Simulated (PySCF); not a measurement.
# C₆H₁₂FNO: magnetic properties

What do calculations give for the magnetic properties of C₆H₁₂FNO (`CC[C@H](F)CC(=O)NC`)?

Programs: PySCF 2.14.0, with routines of our own; each step states its level. All values are computed. Atoms count from 0.

## 1. The starting structure

21 atoms, charge 0, multiplicity 1; geometry from: GFN2-xTB.

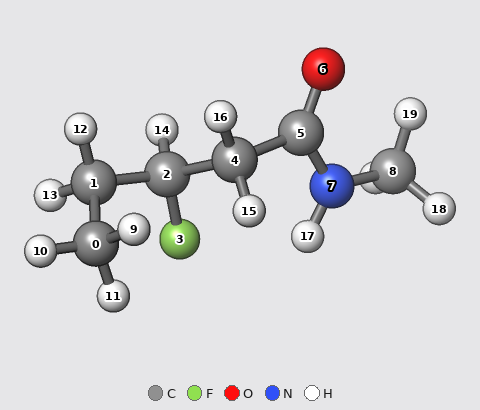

The starting geometry (carbon grey, fluorine green, oxygen red, nitrogen blue, hydrogen white).

## 2. Magnetic properties: GIAO B3LYP/pcSseg-1

The job: settings as JSON, then the geometry in Å.

```
{"job": {"kind": "mag", "xc": "B3LYP", "basis": "pcSseg-1", "isotopologues": 0}, "charge": 0, "multiplicity": 1}
C     -2.937678    -0.435362     0.614905
C     -2.293134     0.286664    -0.563271
C     -0.772707     0.140643    -0.602618
F     -0.461490    -1.198524    -0.812845
C     -0.067704     0.608282     0.670808
C      1.432512     0.770533     0.439881
O      1.972664     1.855407     0.390972
N      2.089887    -0.398270     0.300740
C      3.500190    -0.463028     0.006635
H     -2.656785     0.023325     1.559477
H     -4.020151    -0.393529     0.525441
H     -2.635387    -1.480025     0.627015
H     -2.531328     1.350473    -0.532485
H     -2.690040    -0.122331    -1.494953
H     -0.370058     0.671889    -1.475201
H     -0.243911    -0.113946     1.469014
H     -0.469752     1.577953     0.961567
H      1.567022    -1.259132     0.265237
H      4.014962    -1.078790     0.745946
H      3.889266     0.553084     0.046168
H      3.674701    -0.878373    -0.988201
```

With the program's defaults for keys left out, this is: GIAO B3LYP/pcSseg-1 magnetisability, rotational g tensor and spin-rotation constants, non-relativistic, gas phase.

Run with:

```sh
> OMP_NUM_THREADS=1 python excited_run.py task.json out
```

One launch serves the whole session: the jobs run in the order shown.

The program printed:

```text
coarse grid: 17192 points
cycle   1  E = -465.3801765331  dE =  1.110e+00  |g| = 1.029e+00  |ddm| = 3.910e+00
cycle   2  E = -464.7159351387  dE =  6.642e-01  |g| = 2.095e+00  |ddm| = 2.945e+00
cycle   3  E = -465.5578605354  dE = -8.419e-01  |g| = 3.431e-01  |ddm| = 2.391e+00
cycle   4  E = -465.5807260791  dE = -2.287e-02  |g| = 1.090e-01  |ddm| = 3.207e-01
cycle   5  E = -465.5825705559  dE = -1.844e-03  |g| = 3.688e-02  |ddm| = 8.167e-02
cycle   6  E = -465.5828514995  dE = -2.809e-04  |g| = 8.267e-03  |ddm| = 3.196e-02
cycle   7  E = -465.5828653757  dE = -1.388e-05  |g| = 1.814e-03  |ddm| = 6.892e-03
cycle   8  E = -465.5828660497  dE = -6.740e-07  |g| = 5.698e-04  |ddm| = 2.158e-03
final grid: 165520 points
cycle   9  E = -465.6686383848  dE = -5.844e-05  |g| = 8.585e-03  |ddm| = 3.305e-02
cycle  10  E = -465.6686144959  dE =  2.389e-05  |g| = 1.399e-02  |ddm| = 1.595e-02
cycle  11  E = -465.6686534890  dE = -3.899e-05  |g| = 2.903e-03  |ddm| = 1.126e-02
cycle  12  E = -465.6686550868  dE = -1.598e-06  |g| = 3.882e-04  |ddm| = 2.411e-03
cycle  13  E = -465.6686551053  dE = -1.854e-08  |g| = 1.978e-04  |ddm| = 3.919e-04
cycle  14  E = -465.6686551115  dE = -6.168e-09  |g| = 3.087e-05  |ddm| = 1.409e-04
cycle  15  E = -465.6686551116  dE = -1.681e-10  |g| = 1.090e-05  |ddm| = 3.579e-05
converged SCF energy = -465.6686551116

Magnetisability tensor (1e-30 J/T^2)
    -1418.30       35.28        7.16
       35.28    -1299.53        0.73
        7.16        0.73    -1457.05
isotropic -1391.63   principal values   -1458.56  -1426.52  -1289.80
isotropic susceptibility -83.806 1e-6 cm^3/mol

Inertial axes            a          b          c
rot. const./GHz      3.2785     0.8421     0.7436
chi total           -84.817    -80.015    -86.586
chi diamagnetic    -480.023  -1585.913  -1754.934
chi paramagnetic    395.206   1505.898   1668.348
quadrupole/D A        3.724     -6.050      2.326
g nuclear            0.5832     0.5896     0.5780
g electronic        -0.6087    -0.5957    -0.5829
g total             -0.0255    -0.0062    -0.0049

Spin-rotation constants (kHz, H = +C I.J)
atom  isotope        aa         bb         cc
  3    19F        1.851      0.393      0.339
  7    14N        0.341      0.060      0.052
  9     1H       -0.307     -0.051     -0.038
 10     1H        0.074     -0.095     -0.085
 11     1H       -0.341     -0.001     -0.070
 12     1H       -0.343      0.011     -0.080
 13     1H       -0.228     -0.051     -0.041
 14     1H       -0.233     -0.099      0.040
 15     1H       -0.353     -0.091      0.024
 16     1H       -0.331      0.022     -0.089
 17     1H       -0.166     -0.009     -0.077
 18     1H       -0.261     -0.069     -0.013
 19     1H       -0.163     -0.002     -0.068
 20     1H       -0.359     -0.028     -0.026
  0    13C*       0.450      0.114      0.095
  1    13C*       0.533      0.139      0.144
  2    13C*       0.980      0.172      0.227
  4    13C*       0.604      0.145      0.166
  5    13C*       1.558      0.352      0.189
  6    17O*      -1.504     -0.491     -0.087
  8    13C*       0.455      0.161      0.113
* in the singly substituted isotopologue
```

It took 55 s on 1 thread of Arm Neoverse V1, shared host; peak memory 1.1 GiB.

Key values:

| quantity | value |
| --- | --- |
| magnetisability | -1392·10⁻³⁰ J/T² |
| molar susceptibility | -83.8·10⁻⁶ cm³/mol |
| rotational g (a, b, c) | -0.0255, -0.0062, -0.0049 |

Orbitals, density, ELF and potential are computed afterwards from the orbital file.

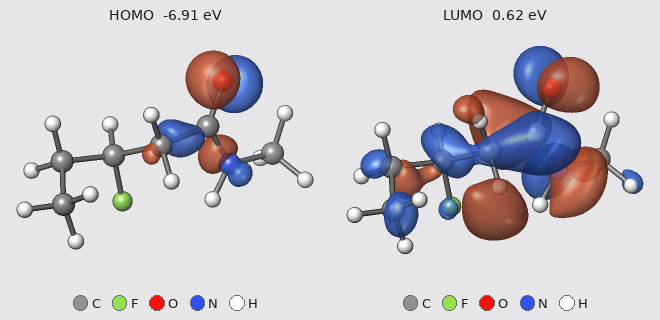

Frontier orbitals at B3LYP/pcSseg-1; each surface holds 70 % of the orbital's density, blue and red mark the sign.

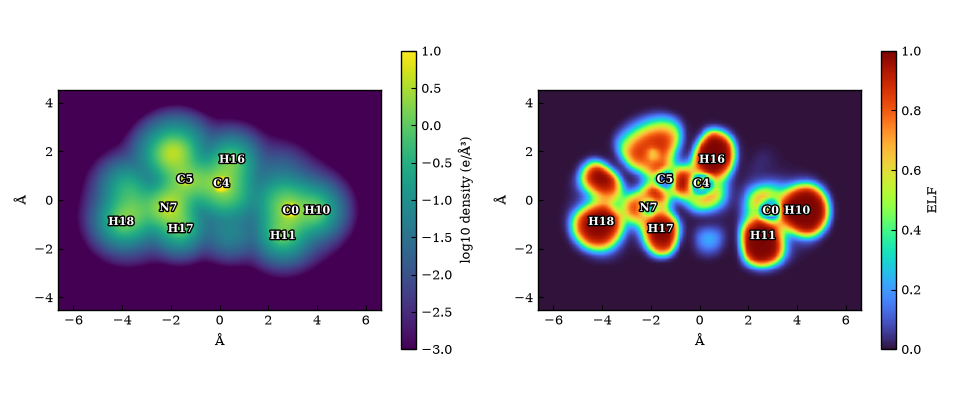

Density (left) and ELF (right) in a plane through or near 9 of the atoms.

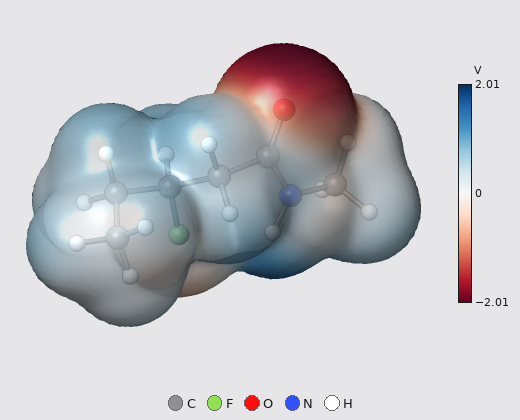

The potential that a unit positive charge feels on the 0.002 e/bohr³ surface, from the 1st to the 99th percentile, from -2.01 V near O6 to 1.48 V near H17.

## 3. Magnetic properties: GIAO mPW1PW91/pcSseg-1 in chloroform

Settings changed since step 2:

```diff
@@ -1,2 +1,2 @@
-{"job": {"kind": "mag", "xc": "B3LYP", "basis": "pcSseg-1", "isotopologues": 0}, "charge": 0, "multiplicity": 1}
+{"job": {"kind": "mag", "xc": "mPW1PW91", "basis": "pcSseg-1", "scf": {"conv": 1e-06}, "solvent": "chloroform"}, "charge": 0, "multiplicity": 1}
 C     -2.937678    -0.435362     0.614905
```

With the program's defaults for keys left out, this is: GIAO mPW1PW91/pcSseg-1 magnetisability, non-relativistic, IEF-PCM chloroform.

The program printed:

```text
final grid: 165520 points
cycle   1  E = -465.3879931518  dE =  1.139e+00  |g| = 9.527e-01  |ddm| = 3.883e+00
cycle   2  E = -465.0145640559  dE =  3.734e-01  |g| = 1.701e+00  |ddm| = 2.136e+00
cycle   3  E = -465.5469362983  dE = -5.324e-01  |g| = 2.285e-01  |ddm| = 1.596e+00
cycle   4  E = -465.5568704600  dE = -9.934e-03  |g| = 7.365e-02  |ddm| = 1.985e-01
cycle   5  E = -465.5577418289  dE = -8.714e-04  |g| = 2.237e-02  |ddm| = 5.287e-02
cycle   6  E = -465.5578459628  dE = -1.041e-04  |g| = 4.799e-03  |ddm| = 1.921e-02
cycle   7  E = -465.5578504900  dE = -4.527e-06  |g| = 1.055e-03  |ddm| = 3.705e-03
cycle   8  E = -465.5578507165  dE = -2.265e-07  |g| = 3.235e-04  |ddm| = 1.163e-03
converged SCF energy = -465.5578507165

Magnetisability tensor (1e-30 J/T^2)
    -1433.47       35.98        6.21
       35.98    -1316.67        0.08
        6.21        0.08    -1470.91
isotropic -1407.01   principal values   -1472.17  -1442.42  -1306.46
isotropic susceptibility -84.732 1e-6 cm^3/mol

Inertial axes            a          b          c
rot. const./GHz      3.2785     0.8421     0.7436
chi total           -85.731    -81.051    -87.416
chi diamagnetic    -479.141  -1584.518  -1754.044
chi paramagnetic    393.410   1503.468   1666.628
quadrupole/D A        4.018     -6.626      2.608
```

Wall time 45 s (1 thread of Arm Neoverse V1, shared host); peak memory 1.1 GiB.

In short:

```csv
quantity,value
magnetisability,-1407·10⁻³⁰ J/T²
molar susceptibility,-84.7·10⁻⁶ cm³/mol
```

## 4. Results

```
                                            quantity                      value
       magnetisability (step 2, GIAO B3LYP/pcSseg-1)           -1392·10⁻³⁰ J/T²
  molar susceptibility (step 2, GIAO B3LYP/pcSseg-1)         -83.8·10⁻⁶ cm³/mol
rotational g (a, b, c) (step 2, GIAO B3LYP/pcSseg-1)  -0.0255, -0.0062, -0.0049
               surface potential, 1st and 99th percentile         -2.01 V and 1.48 V
```

In words: The values above hold for this geometry and these levels alone. Vibrational averaging and real surroundings are missing from these values.
